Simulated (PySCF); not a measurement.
Al(H)2(Vi), C₂H₅Al, SMILES C=[CH][AlH2] at its PBE0/def2-SVP optimised geometry (Å):

```
8

Al     0.6990     0.6409     0.0000
H     -0.1199     2.0072     0.0000
H      2.2905     0.6409     0.0000
C     -0.3277    -1.0119    -0.0008
C     -1.6720    -0.9800    -0.0039
H      0.1398    -2.0072     0.0004
H     -2.2905    -1.8876    -0.0052
H     -2.2296    -0.0340    -0.0053
```

Method: PBE0/def2-TZVP run with PySCF. Cells within 0.4 Å of a nucleus heavier than hydrogen are left out (blank, or x).

Map of the log10 of the electron density (e/bohr³), floored at −4 on the plane z = 0.0 Å:

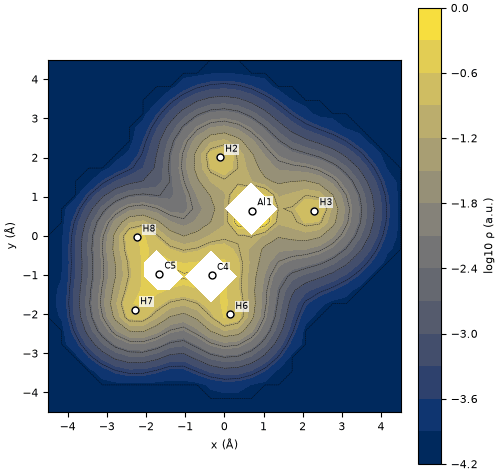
Figure. Log10 of the electron density (e/bohr³), floored at −4 on the plane z = 0.0 Å.
